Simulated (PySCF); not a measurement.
Vertical excitations of a molecule CH10O2Si3 from TDA-PBE/def2-SVPD run with PySCF, as energy in eV (oscillator strength): 4.54 (0.016), 5.30 (0.016), 5.43 (0.012), 5.68 (0.001), 5.81 (0.033), 5.87 (0.042). Lowest triplet (TDA): 4.03 eV. Coordinates come from a ωB97X-D3(BJ)/def2-SVP optimisation. The values are those of a single conformer.

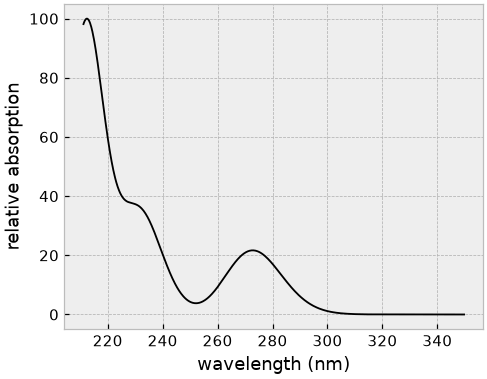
*The lines broadened by 0.4 eV.*

**Question.** Which molecule gave these data?
(A) C[Si@@H](O)[Si@H](O)[SiH3]
(B) O[C@@H]([SiH3])[SiH2]O[SiH3]
(C) C[SiH]([SiH2]O)[SiH2]O
(D) CO[SiH2][Si@H](O)[SiH3]

**Answer.** A, C[Si@@H](O)[Si@H](O)[SiH3]
